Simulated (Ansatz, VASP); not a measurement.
## Be2Ge: VASP beside Ansatz

One calculation is typed for both programs; each brings its own data sets. How far apart do they land? The cell is generated by rule, not measured, and may not be a known phase. The cell is taken from a series of VASP runs on this material, whose earlier steps may have relaxed, scaled or displaced it; both programs get it as it stands. Valence electrons are named where the data sets of a main pair hold unlike numbers.

Main program and level: Ansatz 0.2.0; plane waves, with VASP 6.6.1 beside it; band structure at PBEsol, spin-orbit coupling.

The structure was built from a prototype and need not be the compound's stable phase.

### Step 1. Set-up

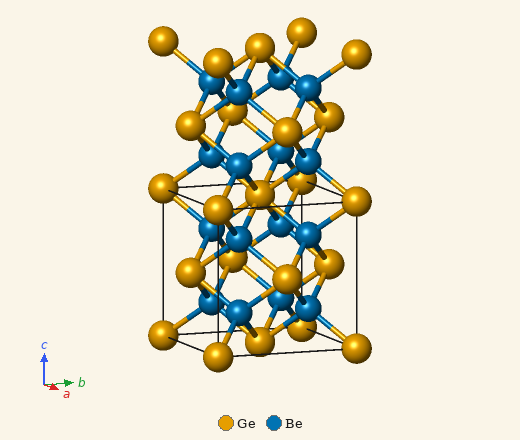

The starting structure, seen slightly off an axis (germanium orange, beryllium blue). 1×1×2 cells are drawn. This picture shows the conventional cell, with its axes. Some periodic images of atoms are drawn too.

### Step 2. Ansatz: band structure, PBEsol, spin-orbit coupling

Ansatz runs on its fully relativistic PAW (standard-fr) files.

A single point gives forces, pressure and levels at one fixed geometry, so differences don't come from the geometry; what else differs is listed under the comparison.

Input file input.yaml:

```yaml
crystal:
  lattice:
    - [0.0, 2.60466, 2.60466]
    - [2.60466, 0.0, 2.60466]
    - [2.60466, 2.60466, 0.0]
  atoms:
    - { symbol: Ge, position: [0.0, 0.0, 0.0] }
    - { symbol: Be, position: [0.25, 0.25, 0.25] }
    - { symbol: Be, position: [0.75, 0.75, 0.75] }
hamiltonian:
  xc: pbesol
  pseudopotentials: { kind: paw_fr }
magnetization:
  noncollinear: true
  spin_orbit: true
kpoints:
  mp_grid: { grid: [10, 10, 10] }
  band_path:
    path:
      - [0.0, 0.0, 0.0]
      - [0.16667, 0.0, 0.16667]
      - [0.33333, 0.0, 0.33333]
      - [0.5, 0.0, 0.5]
      - [0.5, 0.08333, 0.58333]
      - [0.5, 0.18333, 0.68333]
      - [0.5, 0.25, 0.75]
      - [0.45, 0.3, 0.75]
      - [0.40833, 0.34167, 0.75]
      - [0.35, 0.35, 0.7]
      - [0.225, 0.225, 0.45]
      - [0.075, 0.075, 0.15]
      - [0.03333, 0.03333, 0.03333]
      - [0.23333, 0.23333, 0.23333]
      - [0.4, 0.4, 0.4]
      - [0.51667, 0.46667, 0.51667]
      - [0.55833, 0.38333, 0.55833]
      - [0.60833, 0.28333, 0.60833]
      - [0.60833, 0.25, 0.64167]
      - [0.55833, 0.25, 0.69167]
      - [0.51667, 0.25, 0.73333]
      - [0.5, 0.3, 0.7]
      - [0.5, 0.38333, 0.61667]
      - [0.5, 0.48333, 0.51667]
      - [0.475, 0.475, 0.55]
      - [0.425, 0.425, 0.65]
      - [0.38333, 0.38333, 0.73333]
      - [0.59167, 0.18333, 0.59167]
      - [0.55, 0.1, 0.55]
      - [0.5, 0.0, 0.5]
    npoints: 1
scf:
  occupations: { method: gaussian, width: 0.02 }
  n_extra_bands: 14
output:
  forces: true
  stress: true
  eigenvalues: true
```

Launch:

```console
$ ansatz run input.yaml --threads 2 --pin off --max-ram 4608MiB --backend cpu --events-out ev --progress --plain --runs-dir out
```

Numbers of over 12 decimals in the logs are rounded to 6 here.

Log:

```text
scf.n_extra_bands = 14 over 18 filled bands (N_el = 18.0): the run solves 32 bands
Engine: ansatz 0.2.0, aarch64-unknown-linux-gnu
Pseudopotentials: kind: paw_fr
Pseudopotential: Ge, paw_fr, valence charge 14, recommended cutoff 420 eV (normal), Ge.paw.azcp#standard-fr
Pseudopotential: Be, paw_fr, valence charge 2, recommended cutoff 420 eV (normal), Be.paw.azcp#standard-fr
Functional definition: PBEsol
  exchange = pbesol_x
  correlation = pbesol_c
non-collinear run that drives no moment, with spin-orbit: no starting moment large enough to seed its density (crystal.atoms[].spin), no starting occupations that ask for one, no magnetisation constraint and no magnetic field, so the semilocal B_xc is pinned to zero
Crystal: 3 atoms, lattice volume = 35.341 Å³
Basis set: ecut = 420 eV, 701 PW (Γ), exchange–correlation on 50×50×50 points (8 copies of the dense FFT grid, shifted against one another)
Bands: 32, of which v1, the nominal top of the filled ones, is band 18 counted from 1 (17 counted from 0)
Symmetry: 48 space group operations + 48 with time reversal
Magnetic group: BNS 225.117 (UNI 1619), of the structure as read, at distance tolerance 3.3e-5 Å
k-points: 47 of 1000
Projection manifold: j_resolved (fully-relativistic pseudo-atomic orbitals)
Non-local potential: Ge, projectors of the file, l = 0: 2, l = 1: 4, l = 2: 6, l = 3: 2
Non-local potential: Be, projectors of the file, l = 0: 2, l = 1: 4, l = 2: 2
PAW form: soft (Blöchl's): semilocal exchange-correlation on the pseudo side does not see the compensation charge
PAW frozen core: Ge, regenerated for the run's functional, and the local potential with it (the file was generated under x = pbe(κ = 0.804, μ = 0.219515), c = pbe(β = 0.066725))
PAW frozen core: Be, regenerated for the run's functional, and the local potential with it (the file was generated under x = pbe(κ = 0.804, μ = 0.219515), c = pbe(β = 0.066725))
PAW one-centre angular grid: Ge, 590 points (default); XC on 64 Gauss nodes
PAW one-centre angular grid: Be, 110 points (default); XC on 64 Gauss nodes
Initial density: superposition of atomic densities (chi_scale 0.1, normalization cell, long waves kept (reshape's long-wave potential 0.00 eV rms))
Initial wavefunctions: pseudopotential atomic-orbital guess
Functional: x = pbesol(κ = 0.804, μ = 0.123457), c = pbesol(β = 0.046)
SCF iter   1: F=—  HF=-4433.627861 eV  |F-HF|=—  |Δ(HF+E_count)|=         —  Δρ=3.33e-2  dr2=3.06e-1  dr2_m=0.00e0 (ungated)  ethr=3.10e-3  |M|=0.00e0 ∫|m|=0.00e0 μB  |m|>n=0.0e0 m-floor=0.0e0 τ_xc=0.0e0  β_m=0.30  ⟨swp⟩=8.7  Hψ=4710  notcnv=0  defer=64
preconditioner: auto → none  [insulator: Δε(μ)=0.043 eV  Ē_g=22.278 eV  σ=0.020 eV  W_gap=0.86  n_scr=14 (ndim 8)  ℏωp=26.5 eV  f_vac=0.000  D(μ)=0.88/eV (n_scr^D=8)  ε∞_Penn≈2.4]
SCF iter   2: F=—  HF=-4433.589592 eV  |F-HF|=—  |Δ(HF+E_count)|=   3.83e-2  Δρ=2.29e-2  dr2=1.36e-1  dr2_m=0.00e0 (ungated)  ethr=1.70e-3  |M|=0.00e0 ∫|m|=0.00e0 μB  |m|>n=0.0e0 m-floor=0.0e0 τ_xc=0.0e0  β_m=0.59  ⟨swp⟩=1.6  Hψ=991  notcnv=0  defer=196
preconditioner: auto → Kerker (q_TF=auto, 2.438 Å⁻¹)  [metal: Δε(μ)=0.010 eV  Ē_g=22.471 eV  σ=0.020 eV  W_gap=0.26  n_scr=14 (ndim 8)  ℏωp=26.5 eV  f_vac=0.000  D(μ)=1.49/eV (n_scr^D=14)]
spin=Noncollinear: Kerker preconditioning applied to the charge; magnetization (m_x, m_y, m_z) channels mix plain (no charge-response kernel on spin).
SCF iter   3: F=—  HF=-4433.578148 eV  |F-HF|=—  |Δ(HF+E_count)|=   1.14e-2  Δρ=3.26e-3  dr2=1.73e-3  dr2_m=0.00e0 (ungated)  ethr=7.58e-4  |M|=0.00e0 ∫|m|=0.00e0 μB  |m|>n=0.0e0 m-floor=0.0e0 τ_xc=0.0e0  β_m=0.72  ⟨swp⟩=3.0  Hψ=1019  notcnv=0  defer=332
SCF iter   4: F=—  HF=-4433.578066 eV  |F-HF|=—  |Δ(HF+E_count)|=   8.27e-5  Δρ=3.65e-4  dr2=3.45e-5  dr2_m=0.00e0 (ungated)  ethr=9.60e-6  |M|=0.00e0 ∫|m|=0.00e0 μB  |m|>n=0.0e0 m-floor=0.0e0 τ_xc=0.0e0  β_m=0.84  ⟨swp⟩=2.0  Hψ=1133  notcnv=0  defer=370
SCF iter   5: F=—  HF=-4433.577945 eV  |F-HF|=—  |Δ(HF+E_count)|=   1.20e-4  Δρ=6.25e-4  dr2=8.40e-5  dr2_m=0.00e0 (ungated)  ethr=1.91e-7  |M|=0.00e0 ∫|m|=0.00e0 μB  |m|>n=0.0e0 m-floor=0.0e0 τ_xc=0.0e0  β_m=0.74  ⟨swp⟩=2.0  Hψ=989  notcnv=0  defer=370
SCF iter   6: F=—  HF=-4433.577903 eV  |F-HF|=—  |Δ(HF+E_count)|=   4.25e-5  Δρ=3.23e-4  dr2=2.18e-5  dr2_m=0.00e0 (ungated)  ethr=1.91e-7  |M|=0.00e0 ∫|m|=0.00e0 μB  |m|>n=0.0e0 m-floor=0.0e0 τ_xc=0.0e0  β_m=0.87  ⟨swp⟩=2.2  Hψ=980  notcnv=0  defer=370
SCF iter   7: F=—  HF=-4433.577887 eV  |F-HF|=—  |Δ(HF+E_count)|=   1.59e-5  Δρ=8.22e-5  dr2=1.39e-6  dr2_m=0.00e0 (ungated)  ethr=1.21e-7  |M|=0.00e0 ∫|m|=0.00e0 μB  |m|>n=0.0e0 m-floor=0.0e0 τ_xc=0.0e0  β_m=0.93  ⟨swp⟩=2.2  Hψ=947  notcnv=0  defer=370
SCF iter   8: F=-4433.577886 eV  HF=-4433.577886 eV  |F-HF|=3.71e-8  |Δ(HF+E_count)|=   1.01e-6  Δρ=1.09e-5  dr2=2.13e-8  dr2_m=0.00e0 (ungated)  ethr=5.56e-10  |M|=0.00e0 ∫|m|=0.00e0 μB  |m|>n=0.0e0 m-floor=0.0e0 τ_xc=0.0e0  ⟨swp⟩=7.3  Hψ=3782  notcnv=0
SCF 1 converged in 8 iterations: F = -4433.577886 eV  dr2 = 2.13e-8
  greatest PAW one-centre occupation: 0.998 electrons in one spin orbital (limit 2), on the Ge atom at site 0 (counted from 0), in its partial waves of l = 2
NSCF: frozen V_eff on 30 k-points
SCF converged after 8 iterations
Magnetization: |M| = 0.0000 μB,  M = (+0.0000, +0.0000, +0.0000) μB
Absolute magnetization: 0.0000 μB (∫|m|)
  site 0: m = (+0.0000, +0.0000, +0.0000) μB, |m| = 0.0000 μB  (R = 0.93 Å)
  site 1: m = (+0.0000, +0.0000, +0.0000) μB, |m| = 0.0000 μB  (R = 0.93 Å)
  site 2: m = (+0.0000, +0.0000, +0.0000) μB, |m| = 0.0000 μB  (R = 0.93 Å)
Free energy (F): -4433.577886 eV
Harris-Foulkes:  -4433.577886 eV  (|F-HF|=3.71e-8)
Internal energy: -4433.577583 eV  (E = F + TS)
E sigma→0 (E₀):  -4433.577735 eV
Entropy (-TS):   -0.000303 eV (-0.101 meV/atom)
Fermi energy:    10.218067 eV
--- Per-component energies (eV) ---
  E_band       = -116.486510
  E_kinetic    = 155.040865
  E_local      = -2486.647208  (includes V_loc(G=0)·N_el)
  E_nonlocal   = 430.903138
  E_hartree    = 1105.529328
  E_xc         = -115.395139
  E_vxc        = -107.980952  (∫ρ·V_xc dr)
  E_paw        = -2095.065494  (= ΣΔE_a)
  E_vpaw       = -318.852728  (= ΣTr[D̂ρ^β])
  E_aug_tail   = 0.000323  (compensation charges beyond the density's cutoff)
  E_ewald      = -1428.883604
  E_core_change = 0.940207  (= ΣΔE_core)
  E_smearing   = -0.000303  (= −TS)
  E_closure    = 0.000000  (closes the sum)
  Σ components = -4433.577886   (vs F -4433.577886, Δ=0.00e0)
--- Forces (eV/Å), atoms counted from 1 ---
  atom   1  Ge    -0.00000000     0.00000000    -0.00000000
  atom   2  Be     0.00000000    -0.00000000     0.00000000
  atom   3  Be    -0.00000000    -0.00000000    -0.00000000
  max |Σ_I F_I| component: 2.78e-17 eV/Å
--- Stress (GPa, compression-positive) ---
        7.716353       0.000000       0.000000
        0.000000       7.716353      -0.000000
       -0.000000       0.000000       7.716353
  P = ⅓ Tr σ = 7.7164 GPa (77.164 kbar)
--- Band table (eV; the first three rows and the last of 47) ---
  k-point 0: bands = [... 14 lower, 10.7155, 10.7155, 10.7155, 10.7155, 10.7278, 10.7278, 10.7772, 10.7772, ... 10 higher]
  k-point 1: bands = [... 14 lower, 9.7684, 9.7684, 9.8662, 9.8662, 11.5881, 11.5881, 11.6679, 11.6679, ... 10 higher]
  k-point 2: bands = [... 14 lower, 9.0658, 9.0658, 9.1722, 9.1722, 12.1526, 12.1526, 12.1982, 12.1982, ... 10 higher]
  k-point 46: bands = [... 14 lower, 4.3219, 4.3219, 4.4910, 4.4910, 12.6824, 12.6824, 13.3441, 13.3441, ... 10 higher]
```

It took 14 s on 2 threads of Arm Neoverse N1, shared host; peak memory 0.44 GiB.

In the SCF lines HF is the Harris–Foulkes energy and dr2 the Hartree energy of the density residual, in eV; the loop may stop once dr2 is under the threshold and the program's other checks hold. Hψ counts applications of the Hamiltonian.

### Step 3. VASP: band structure, PBEsol, spin-orbit coupling

The same cell, functional, mesh and smearing now go to VASP, with its own data sets.

Lines of VASP's logs that name or quote its potential files are left out, and so is its time.

Input file INCAR:

```
SYSTEM = Be2Ge
PREC = Accurate
ENCUT = 410
EDIFF = 1E-06
NELM = 100
ISMEAR = 0
SIGMA = 0.02
LREAL = .FALSE.
ALGO = Normal
GGA = PS
LNONCOLLINEAR = .TRUE.
MAGMOM = 0 0 0 0 0 0 0 0 0
NBANDS = 30
GGA_COMPAT = .FALSE.
LASPH = .TRUE.
LSORBIT = .TRUE.
LORBIT = 11
LWAVE = .FALSE.
LCHARG = .FALSE.
KPAR = 4
ISIF = 2
```

Input file POSCAR:

```
Be2Ge
1.0
    0.0000000000      2.6046600000      2.6046600000
    2.6046600000      0.0000000000      2.6046600000
    2.6046600000      2.6046600000      0.0000000000
Ge Be
1 2
Direct
    0.0000000000      0.0000000000      0.0000000000
    0.2500000000      0.2500000000      0.2500000000
    0.7500000000      0.7500000000      0.7500000000
```

Input file KPOINTS:

```
Automatic mesh
0
Gamma
10 10 10
0 0 0
```

Input file KPOINTS_OPT:

```
Line mode
16
Line-mode
Reciprocal
  0.00000000   0.00000000   0.00000000 GAMMA
  0.50000000   0.00000000   0.50000000 X

  0.50000000   0.00000000   0.50000000 X
  0.50000000   0.25000000   0.75000000 W

  0.50000000   0.25000000   0.75000000 W
  0.37500000   0.37500000   0.75000000 K

  0.37500000   0.37500000   0.75000000 K
  0.00000000   0.00000000   0.00000000 GAMMA

  0.00000000   0.00000000   0.00000000 GAMMA
  0.50000000   0.50000000   0.50000000 L

  0.50000000   0.50000000   0.50000000 L
  0.62500000   0.25000000   0.62500000 U

  0.62500000   0.25000000   0.62500000 U
  0.50000000   0.25000000   0.75000000 W

  0.50000000   0.25000000   0.75000000 W
  0.50000000   0.50000000   0.50000000 L

  0.50000000   0.50000000   0.50000000 L
  0.37500000   0.37500000   0.75000000 K

  0.62500000   0.25000000   0.62500000 U
  0.50000000   0.00000000   0.50000000 X
```

Potentials, in the order of the species: Ge_d and Be (PBE family, release 64).

Launch:

```console
$ mpirun -np 4 vasp_ncl
```

Log:

```text
[banner, memory and clock lines left out]
running    4 mpi-ranks, on    1 nodes
 distrk:  each k-point on    1 cores,    4 groups
 distr:  one band on    1 cores,    1 groups

 POSCAR found type information on POSCAR GeBe
 POSCAR found :  2 types and       3 ions
|                                                                             |
|               ----> ADVICE to this user running VASP <----                  |
|                                                                             |
|     You enforced a specific xc type in the INCAR file but a different       |
|     [... a line on the potential file left out ...]
|     I HOPE YOU KNOW WHAT YOU ARE DOING!                                     |
|                                                                             |

 LDA part: xc-table for (Slater+PW92), standard interpolation
 POSCAR, INCAR and KPOINTS ok, starting setup
 FFT: planning ... GRIDC
 FFT: planning ... GRID_SOFT
 FFT: planning ... GRID
 WAVECAR not read
 entering main loop
       N       E                     dE             d eps       ncg     rms          rms(c)
DAV:   1     0.127437011874E+03    0.12744E+03   -0.72306E+03  3536   0.240E+03
DAV:   2     0.922769158819E+01   -0.11821E+03   -0.11220E+03  2828   0.622E+02
DAV:   3    -0.116192718331E+02   -0.20847E+02   -0.20504E+02  3418   0.134E+02
DAV:   4    -0.123955742967E+02   -0.77630E+00   -0.77493E+00  3422   0.306E+01
DAV:   5    -0.124078650458E+02   -0.12291E-01   -0.12290E-01  3430   0.447E+00    0.353E+00
DAV:   6    -0.122836599856E+02    0.12421E+00   -0.39539E-02  4000   0.326E+00    0.196E+00
DAV:   7    -0.122258059425E+02    0.57854E-01   -0.47055E-02  3578   0.280E+00    0.311E-01
DAV:   8    -0.122257050808E+02    0.10086E-03   -0.26284E-03  3396   0.738E-01    0.169E-01
DAV:   9    -0.122256489061E+02    0.56175E-04   -0.29149E-04  3818   0.285E-01    0.501E-02
DAV:  10    -0.122256685326E+02   -0.19626E-04   -0.57153E-05  3348   0.578E-02    0.162E-02
DAV:  11    -0.122256693624E+02   -0.82976E-06   -0.31829E-06  3010   0.204E-02
   1 F= -.12225669E+02 E0= -.12225520E+02  d E =-.299658E-03  mag=    -0.0000    -0.0000     0.0000
 Start KPOINTS_OPT (optional k-point list driver)
k-point batch [1-47\160]
       N       E                     dE             ncg
DAV:   1    -0.136761492479E+04   -0.24976E+05     3538
DAV:   2    -0.686195781021E+04   -0.54943E+04     2836
DAV:   3    -0.782499558991E+04   -0.96304E+03     3458
DAV:   4    -0.786042286001E+04   -0.35427E+02     3462
DAV:   5    -0.786098913705E+04   -0.56628E+00     3496
DAV:   6    -0.786100188352E+04   -0.12746E-01     3584
DAV:   7    -0.786100234740E+04   -0.46387E-03     3576
DAV:   8    -0.786100236702E+04   -0.19621E-04     3494
DAV:   9    -0.786100236781E+04   -0.79413E-06     2216
[...]
k-point batch [142-160\160]
       N       E                     dE             ncg
DAV:   1     0.147612897573E+05   -0.12405E+05     1432
DAV:   2     0.125216201394E+05   -0.22397E+04     1140
DAV:   3     0.121413205673E+05   -0.38030E+03     1404
DAV:   4     0.121273851236E+05   -0.13935E+02     1422
DAV:   5     0.121271626546E+05   -0.22247E+00     1564
DAV:   6     0.121271578884E+05   -0.47662E-02     1440
DAV:   7     0.121271577229E+05   -0.16548E-03     1550
DAV:   8     0.121271577166E+05   -0.63386E-05     1390
DAV:   9     0.121271577163E+05   -0.24324E-06     1024
```

(Part 1 of 2 ends here.)

[Lines on the potential files, build, host, timing and source positions are cut from VASP's logs without a mark.]

[Logs are printed without paths, hosts, clocks, repeated set-up lines and the standing remarks that a program may print on its own settings, such as how far it seeks lower states.]

[Hosts, paths, dates, database ids (printed as entryN), source tags and the programs' standing remarks are cut or masked in the printed files.]
